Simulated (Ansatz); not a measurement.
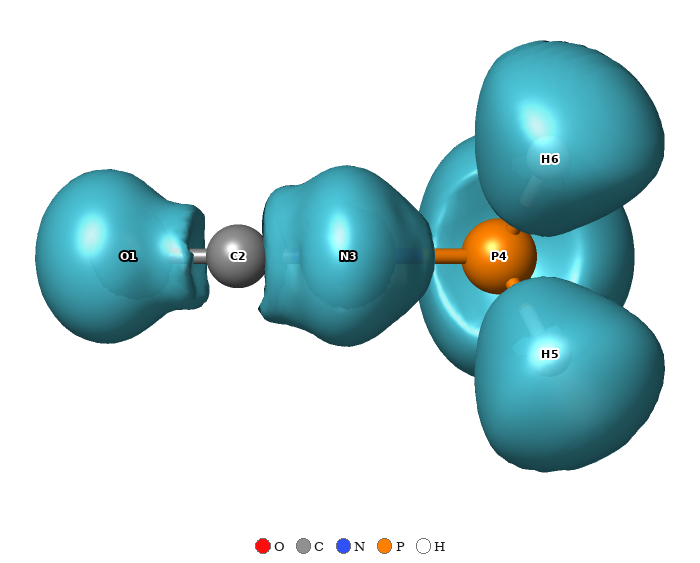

CH2NOP. Isosurface of the ELF at 0.75 (cyan), seen across its widest extent. Only the valence region is drawn (cores and ρ < 0.01 e/Å³ removed).

Geometry: PBE0-D4/def2-TZVP.

Method: Ansatz 0.2.0, RKS PBE0-D4/def2-TZVPP.

```
atom    x (Å)    y (Å)    z (Å)
   O   1.2327  -2.0740   1.2548
   C   0.7666  -1.1603   0.7031
   N   0.3769  -0.1859   0.1244
   P  -1.0366   0.5804  -0.4324
   H  -0.5681   0.8908  -1.7381
   H  -0.7295   1.8849   0.0420
```

### Identify the bonds, lone pairs and shells in this picture.

At this value the surface marks out one region on N in which the atom's valence shell and bonds are merged, one region on O in which the atom's valence shell and bonds are merged and one joined region spread over several atoms (H, P), in which their bonds and any lone pairs are merged. Along the contacts the grid gives the following. C–O (1.16 Å): the ELF peaks at about 0.85 between the atoms (a multiple bond). C–N (1.20 Å): the ELF peaks at about 0.85 between the atoms: a multiple bond.
